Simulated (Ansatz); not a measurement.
# Amorphous Si2O: valence band and core levels, part 4 of 8

Aim: make a small model of amorphous Si2O and see how disorder spreads its core levels and valence spectrum.

Ansatz 0.2.0; DFT, PBE, plane-wave PAW, scalar-relativistic; PAW set soft_1.

So far. Step 4 (Dynamics at 1760 K): Beyond half the shortest lattice vector, 4.6 Å, g(r) counts periodic images.

## (5) Dynamics at 300 K

A short run with the thermostat set to 300 K, starting from rest and too brief to equilibrate, lets it settle further; the cutoff and mesh are cut down, since only a plausible structure is wanted.

Contents of input.yaml:

```yaml
crystal:
  lattice:
    - [9.1363297067, 0.0, 0.0]
    - [0.0, 9.1363297067, 0.0]
    - [0.0, 0.0, 9.1363297067]
  atoms:
    - { symbol: Si, position: [0.5461129217, 0.4662638869, 0.4544089633] }
    - { symbol: Si, position: [0.0523771391, 1.3045824299, 1.0030758071] }
    - { symbol: Si, position: [0.8988698303, 0.7076546678, 0.5810112512] }
    - { symbol: Si, position: [0.1378309389, 0.1635792757, 0.7208273891] }
    - { symbol: Si, position: [0.9526402812, -0.2114546821, 0.1616633181] }
    - { symbol: Si, position: [-0.007426392, 0.1554765697, 0.3112888942] }
    - { symbol: Si, position: [0.7395221014, 0.8312415102, -0.0033412175] }
    - { symbol: Si, position: [1.0032462008, 0.5710757486, 0.3138989936] }
    - { symbol: Si, position: [0.8423638326, 0.5417884563, 0.0269812489] }
    - { symbol: Si, position: [1.029797911, 0.4336022886, 0.5431775373] }
    - { symbol: Si, position: [0.2756328362, 0.454388445, 0.6566502069] }
    - { symbol: Si, position: [0.5890562654, 0.9560042294, 0.7527736779] }
    - { symbol: Si, position: [0.588471882, 0.7419722426, 0.6046527447] }
    - { symbol: Si, position: [0.929506144, 1.1478613138, 0.5625776244] }
    - { symbol: Si, position: [0.1375816801, 0.7452643863, 0.671716678] }
    - { symbol: Si, position: [1.041589648, 1.0471602675, -0.0881481767] }
    - { symbol: Si, position: [0.1712826299, 0.8317818222, -0.0545464126] }
    - { symbol: Si, position: [0.1798305311, 0.2989368148, 0.2022592306] }
    - { symbol: Si, position: [0.0391522371, 0.5124047063, -0.1425359923] }
    - { symbol: Si, position: [0.71634333, 0.5358589317, 0.7805209882] }
    - { symbol: Si, position: [0.7516484189, 1.3250810422, 1.0137221089] }
    - { symbol: Si, position: [0.8103709443, 1.0960423824, 0.1108350915] }
    - { symbol: Si, position: [0.4686116643, 0.6023893793, 0.7751430535] }
    - { symbol: Si, position: [-0.089268734, 0.8862364255, 0.7664211831] }
    - { symbol: Si, position: [0.5497134446, 0.2716957103, 1.2006133158] }
    - { symbol: Si, position: [0.2926248417, 0.7166547472, 0.4244244723] }
    - { symbol: Si, position: [0.725114545, 0.2485530682, 0.634257516] }
    - { symbol: Si, position: [0.4740220356, 0.7963219862, 0.9671881501] }
    - { symbol: O, position: [0.4411988848, 0.7810818585, 0.4995113337] }
    - { symbol: O, position: [0.1684661642, 0.4858247939, 0.2365413625] }
    - { symbol: O, position: [-0.1691042541, -0.0152968414, 0.617283167] }
    - { symbol: O, position: [0.5722165038, 0.2961799301, 1.0330723226] }
    - { symbol: O, position: [0.1305678929, -0.2506381491, 0.0982388024] }
    - { symbol: O, position: [0.5709065031, 0.4216971618, 0.2939941102] }
    - { symbol: O, position: [0.746404228, 0.3541823511, 0.8291105897] }
    - { symbol: O, position: [0.4654053245, 0.9865195337, 0.8661402529] }
    - { symbol: O, position: [0.6468876569, 0.1384120258, 0.2371583156] }
    - { symbol: O, position: [0.6655546964, 0.3772413212, 0.5514417797] }
    - { symbol: O, position: [0.2649014613, 0.299447603, 0.7321539537] }
    - { symbol: O, position: [0.6176845541, 1.09973518, 0.6538739895] }
    - { symbol: O, position: [0.3730523197, 0.2382980473, 1.2189002776] }
    - { symbol: O, position: [0.6421188089, 0.6105826188, 0.4848260981] }
kpoints:
  mp_grid: { grid: [1, 1, 1] }
scf:
  occupations: { method: fermi_dirac, width: 0.1 }
  n_extra_bands: 27
hamiltonian:
  xc: pbe
  pseudopotentials: { kind: paw, azcp: { folder: soft_1 } }
output:
  forces: true
basis:
  ecutwfc: 320
md:
  timestep: 1.5
  n_steps: 264
  ensemble: nvt_langevin
  temperature: 300
  seed: 2
```

On the command line:

```
$ ansatz run input.yaml --threads 8 --pin off --max-ram 23552MiB --backend cpu --events-out ev --progress --plain --runs-dir out
```

Numbers of over 12 decimals in the logs are rounded to 6 here.

What it wrote:

```text
[...]
Crystal: 42 atoms, lattice volume = 762.632 Å³
Basis set: ecut = 320 eV, 9843 PW (Γ), exchange–correlation on 108×108×108 points (8 copies of the dense FFT grid, shifted against one another)
Bands: 125, of which v1, the nominal top of the filled ones, is band 98 counted from 1 (97 counted from 0)
Symmetry: 1 space group operations
k-points: 1
[...]
SCF iter   1: F=—  HF=-25742.362233 eV  |F-HF|=—  |Δ(HF+E_count)|=         —  Δρ=5.04e-2  dr2=3.02e1  ethr=3.10e-3  ⟨swp⟩=9.0  Hψ=737  notcnv=0
[...]
SCF iter  12: F=-25735.584368 eV  HF=-25735.584368 eV  |F-HF|=1.72e-9  |Δ(HF+E_count)|=  2.55e-10  Δρ=1.11e-6  dr2=9.65e-9  ethr=2.14e-11  ⟨swp⟩=5.0  Hψ=478  notcnv=0
SCF 1 converged in 12 iterations: F = -25735.584368 eV  dr2 = 9.65e-9
[...]
md step     0: t =     0.00 fs  T =     0.0 K  F+E_penalty+E_count = -25735.58436763 eV  E_kin = 0.000000 eV  (12 SCF iters)
[...]
SCF iter   7: F=-25735.757138 eV  HF=-25735.757138 eV  |F-HF|=3.82e-9  |Δ(HF+E_count)|=   3.49e-9  Δρ=9.59e-7  dr2=8.02e-9  ethr=2.14e-11  ⟨swp⟩=4.0  Hψ=411  notcnv=0
SCF 2 converged in 7 iterations: F = -25735.757138 eV  dr2 = 8.02e-9
md step     1: t =     1.50 fs  T =    43.6 K  F+E_penalty+E_count = -25735.75713822 eV  E_kin = 0.236580 eV  (7 SCF iters)
[...]
SCF iter   8: F=-25736.234523 eV  HF=-25736.234523 eV  |F-HF|=3.39e-9  |Δ(HF+E_count)|=  5.35e-10  Δρ=9.88e-7  dr2=6.84e-9  ethr=2.14e-11  ⟨swp⟩=4.0  Hψ=414  notcnv=0
SCF 3 converged in 8 iterations: F = -25736.234523 eV  dr2 = 6.84e-9
[...]
md step     2: t =     3.00 fs  T =   142.5 K  F+E_penalty+E_count = -25736.23452347 eV  E_kin = 0.773764 eV  (8 SCF iters)
[... from here on, the SCF cycles and remarks between the steps are left out ...]
md step     3: t =     4.50 fs  T =   268.8 K  F+E_penalty+E_count = -25736.91798032 eV  E_kin = 1.459255 eV  (8 SCF iters)
md step     4: t =     6.00 fs  T =   408.1 K  F+E_penalty+E_count = -25737.70122357 eV  E_kin = 2.215404 eV  (8 SCF iters)
md step     5: t =     7.50 fs  T =   532.3 K  F+E_penalty+E_count = -25738.49225807 eV  E_kin = 2.889882 eV  (7 SCF iters)
md step     6: t =     9.00 fs  T =   656.4 K  F+E_penalty+E_count = -25739.22129413 eV  E_kin = 3.563304 eV  (6 SCF iters)
md step     7: t =    10.50 fs  T =   771.8 K  F+E_penalty+E_count = -25739.84182696 eV  E_kin = 4.190013 eV  (6 SCF iters)
md step     8: t =    12.00 fs  T =   854.8 K  F+E_penalty+E_count = -25740.32993404 eV  E_kin = 4.640516 eV  (7 SCF iters)
md step     9: t =    13.50 fs  T =   881.0 K  F+E_penalty+E_count = -25740.67528704 eV  E_kin = 4.783123 eV  (6 SCF iters)
md step    10: t =    15.00 fs  T =   906.7 K  F+E_penalty+E_count = -25740.87836853 eV  E_kin = 4.922466 eV  (9 SCF iters)
md step    11: t =    16.50 fs  T =   926.1 K  F+E_penalty+E_count = -25740.96784375 eV  E_kin = 5.027729 eV  (7 SCF iters)
md step    12: t =    18.00 fs  T =   916.3 K  F+E_penalty+E_count = -25740.98262989 eV  E_kin = 4.974274 eV  (7 SCF iters)
md step    13: t =    19.50 fs  T =   895.9 K  F+E_penalty+E_count = -25740.95543068 eV  E_kin = 4.864035 eV  (7 SCF iters)
md step    14: t =    21.00 fs  T =   884.6 K  F+E_penalty+E_count = -25740.91893529 eV  E_kin = 4.802492 eV  (6 SCF iters)
md step    15: t =    22.50 fs  T =   858.6 K  F+E_penalty+E_count = -25740.89977080 eV  E_kin = 4.661201 eV  (7 SCF iters)
md step    16: t =    24.00 fs  T =   858.6 K  F+E_penalty+E_count = -25740.91596444 eV  E_kin = 4.661485 eV  (7 SCF iters)
md step    17: t =    25.50 fs  T =   867.0 K  F+E_penalty+E_count = -25740.98876604 eV  E_kin = 4.707105 eV  (7 SCF iters)
md step    18: t =    27.00 fs  T =   872.3 K  F+E_penalty+E_count = -25741.11968319 eV  E_kin = 4.735640 eV  (7 SCF iters)
md step    19: t =    28.50 fs  T =   886.3 K  F+E_penalty+E_count = -25741.29279856 eV  E_kin = 4.811802 eV  (7 SCF iters)
md step    20: t =    30.00 fs  T =   904.5 K  F+E_penalty+E_count = -25741.47396242 eV  E_kin = 4.910367 eV  (9 SCF iters)
md step    21: t =    31.50 fs  T =   949.3 K  F+E_penalty+E_count = -25741.63228838 eV  E_kin = 5.153531 eV  (7 SCF iters)
md step    22: t =    33.00 fs  T =   981.4 K  F+E_penalty+E_count = -25741.74683465 eV  E_kin = 5.328172 eV  (6 SCF iters)
md step    23: t =    34.50 fs  T =   957.8 K  F+E_penalty+E_count = -25741.79502109 eV  E_kin = 5.200019 eV  (7 SCF iters)
md step    24: t =    36.00 fs  T =   938.8 K  F+E_penalty+E_count = -25741.77984213 eV  E_kin = 5.096545 eV  (6 SCF iters)
md step    25: t =    37.50 fs  T =   893.9 K  F+E_penalty+E_count = -25741.71461538 eV  E_kin = 4.852932 eV  (6 SCF iters)
md step    26: t =    39.00 fs  T =   859.0 K  F+E_penalty+E_count = -25741.62914376 eV  E_kin = 4.663690 eV  (6 SCF iters)
md step    27: t =    40.50 fs  T =   832.8 K  F+E_penalty+E_count = -25741.55494548 eV  E_kin = 4.521295 eV  (6 SCF iters)
md step    28: t =    42.00 fs  T =   814.5 K  F+E_penalty+E_count = -25741.51488275 eV  E_kin = 4.421656 eV  (7 SCF iters)
md step    29: t =    43.50 fs  T =   787.2 K  F+E_penalty+E_count = -25741.51135505 eV  E_kin = 4.273446 eV  (6 SCF iters)
md step    30: t =    45.00 fs  T =   757.6 K  F+E_penalty+E_count = -25741.52447018 eV  E_kin = 4.113138 eV  (8 SCF iters)
md step    31: t =    46.50 fs  T =   760.1 K  F+E_penalty+E_count = -25741.53747726 eV  E_kin = 4.126378 eV  (6 SCF iters)
md step    32: t =    48.00 fs  T =   763.0 K  F+E_penalty+E_count = -25741.54278088 eV  E_kin = 4.142399 eV  (6 SCF iters)
md step    33: t =    49.50 fs  T =   770.0 K  F+E_penalty+E_count = -25741.53895079 eV  E_kin = 4.180386 eV  (6 SCF iters)
md step    34: t =    51.00 fs  T =   762.1 K  F+E_penalty+E_count = -25741.54808582 eV  E_kin = 4.137180 eV  (6 SCF iters)
md step    35: t =    52.50 fs  T =   747.9 K  F+E_penalty+E_count = -25741.58966661 eV  E_kin = 4.060207 eV  (6 SCF iters)
md step    36: t =    54.00 fs  T =   754.8 K  F+E_penalty+E_count = -25741.65321173 eV  E_kin = 4.097904 eV  (6 SCF iters)
md step    37: t =    55.50 fs  T =   760.3 K  F+E_penalty+E_count = -25741.73413859 eV  E_kin = 4.127524 eV  (6 SCF iters)
md step    38: t =    57.00 fs  T =   736.7 K  F+E_penalty+E_count = -25741.81047523 eV  E_kin = 3.999744 eV  (6 SCF iters)
md step    39: t =    58.50 fs  T =   729.7 K  F+E_penalty+E_count = -25741.87402247 eV  E_kin = 3.961747 eV  (6 SCF iters)
[...]
md step    67: t =   100.50 fs  T =   651.4 K  F+E_penalty+E_count = -25744.20569965 eV  E_kin = 3.536484 eV  (6 SCF iters)
md step    68: t =   102.00 fs  T =   661.8 K  F+E_penalty+E_count = -25744.30404981 eV  E_kin = 3.593054 eV  (7 SCF iters)
md step    69: t =   103.50 fs  T =   667.4 K  F+E_penalty+E_count = -25744.41862591 eV  E_kin = 3.623000 eV  (6 SCF iters)
md step    70: t =   105.00 fs  T =   680.0 K  F+E_penalty+E_count = -25744.52386953 eV  E_kin = 3.691812 eV  (9 SCF iters)
md step    71: t =   106.50 fs  T =   686.1 K  F+E_penalty+E_count = -25744.61376052 eV  E_kin = 3.725004 eV  (7 SCF iters)
md step    72: t =   108.00 fs  T =   661.1 K  F+E_penalty+E_count = -25744.68833647 eV  E_kin = 3.589051 eV  (6 SCF iters)
md step    73: t =   109.50 fs  T =   660.5 K  F+E_penalty+E_count = -25744.74671166 eV  E_kin = 3.585933 eV  (6 SCF iters)
md step    74: t =   111.00 fs  T =   687.6 K  F+E_penalty+E_count = -25744.79056230 eV  E_kin = 3.732751 eV  (6 SCF iters)
md step    75: t =   112.50 fs  T =   698.7 K  F+E_penalty+E_count = -25744.82151851 eV  E_kin = 3.793082 eV  (7 SCF iters)
md step    76: t =   114.00 fs  T =   688.2 K  F+E_penalty+E_count = -25744.84362487 eV  E_kin = 3.735995 eV  (6 SCF iters)
md step    77: t =   115.50 fs  T =   701.3 K  F+E_penalty+E_count = -25744.87393974 eV  E_kin = 3.807269 eV  (6 SCF iters)
SCF iter   1: F=—  HF=-25744.920890 eV  |F-HF|=—  |Δ(HF+E_count)|=         —  Δρ=1.79e-4  dr2=2.34e-4  ethr=9.75e-7  ⟨swp⟩=3.0  Hψ=336  notcnv=0  defer=3
[...]
SCF iter   6: F=-25744.920618 eV  HF=-25744.920618 eV  |F-HF|=2.68e-8  |Δ(HF+E_count)|=   3.39e-8  Δρ=2.15e-6  dr2=3.67e-8  ethr=2.14e-11  ⟨swp⟩=5.0  Hψ=487  notcnv=0
SCF 79 converged in 6 iterations: F = -25744.920618 eV  dr2 = 3.67e-8
md step    78: t =   117.00 fs  T =   688.8 K  F+E_penalty+E_count = -25744.92061799 eV  E_kin = 3.739233 eV  (6 SCF iters)
SCF iter   1: F=—  HF=-25744.991320 eV  |F-HF|=—  |Δ(HF+E_count)|=         —  Δρ=1.78e-4  dr2=2.14e-4  ethr=1.20e-6  ⟨swp⟩=4.0  Hψ=351  notcnv=0  defer=3
[...]
SCF iter   6: F=-25744.990677 eV  HF=-25744.990677 eV  |F-HF|=2.29e-8  |Δ(HF+
```

The job ended after 3.2 min (8 threads of Arm Neoverse V2, shared host; peak memory 0.56 GiB).

The trajectory, sampled:

```
time (fs)  T (K)  potential (meV/atom)
      0.0      0                   0.0
     27.0    872                -131.8
     52.5    748                -143.0
     79.5    747                -186.8
    105.0    680                -212.8
    132.0    716                -234.1
    159.0    614                -247.6
    184.5    577                -272.0
    211.5    576                -287.7
    237.0    563                -310.1
    264.0    416                -308.4
    291.0    424                -315.5
    316.5    389                -322.0
    343.5    309                -316.5
    369.0    430                -338.9
    396.0    359                -333.6
```

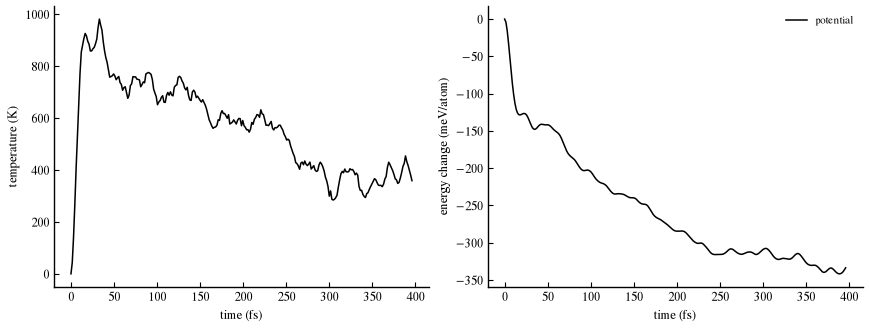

Temperature and energies against time.

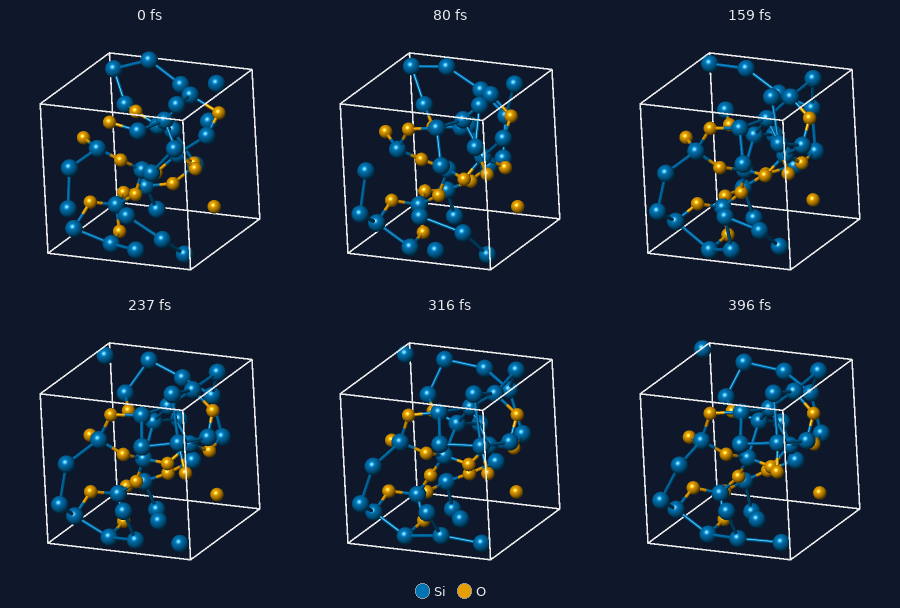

6 frames of the run. Bonds to atoms that aren't drawn are left out.

Mean square displacement at the end: Si 0.69 Å², O 0.85 Å².

The pair distribution g(r) has structure finer than the step of the table below, so its rows give means over 0.25 Å, whole bins alone (the curve runs from 0.0375 to 5.96 Å). Peaks (Å: height): Si–Si 2.438: 4.00, 3.188: 1.24, 3.562: 1.42, 3.862: 2.02, 4.688: 1.20, 5.512: 1.45; Si–O 1.688: 10.3, 3.263: 1.77, 5.287: 1.72; O–O 2.587: 4.78, 2.737: 5.10, 3.337: 1.58, 3.787: 2.37, 4.088: 1.91, 4.612: 2.13, 4.912: 1.54.

From the last frames. The pair distribution g(r) by r; means over each step:

```
r (Å)  Si–Si   Si–O    O–O
 1.25      0      0      0
 1.50      0   1.35      0
 1.75      0   4.65      0
 2.00      0  0.267      0
 2.25   1.17      0      0
 2.50   2.81      0   1.56
 2.75  0.726  0.138   3.57
 3.00  0.725  0.853  0.330
 3.25   1.02   1.34   1.00
 3.50  0.850   1.14  0.554
 3.75   1.31  0.775   1.47
 4.00   1.38  0.949  0.957
 4.25  0.872   1.05  0.666
 4.50  0.847  0.980   1.19
 4.75  0.928  0.965   1.05
 5.00  0.869   1.09   1.25
 5.25  0.806   1.45  0.792
 5.50   1.15  0.960  0.948
 5.75   1.16  0.845  0.863
```

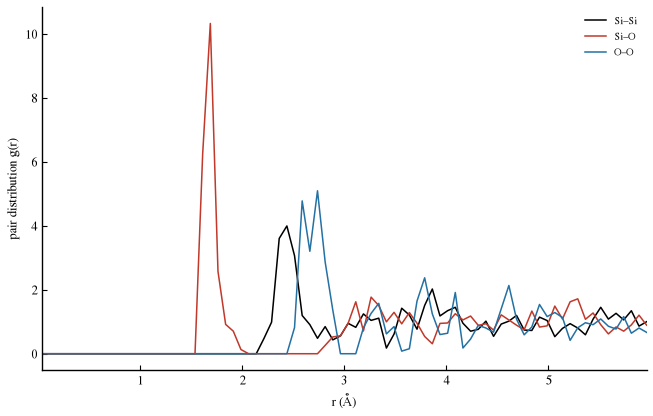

Pair distribution g(r), plotted against r.

Beyond half the shortest lattice vector, 4.6 Å, g(r) counts periodic images.

This step gave:

```yaml
free_energy: -25749.5939 eV
energy_at_zero_smearing: -25749.5673 eV
smearing_term_ts: 0.05306 eV
fermi_energy: 5.060 eV
gap_on_the_k_mesh: 0.7362 eV
```

[end of part 4 of 8]

[Logs are printed without paths, hosts, clocks, repeated set-up lines and the standing remarks that a program may print on its own settings, such as how far it seeks lower states.]

[Hosts, paths, dates, database ids (printed as entryN), source tags and the programs' standing remarks are cut or masked in the printed files.]

[Maps of the electrostatic potential energy from Ansatz leave out the sawtooth potential of an applied field or a dipole correction, so their vacuum need not be flat; work functions include it.]
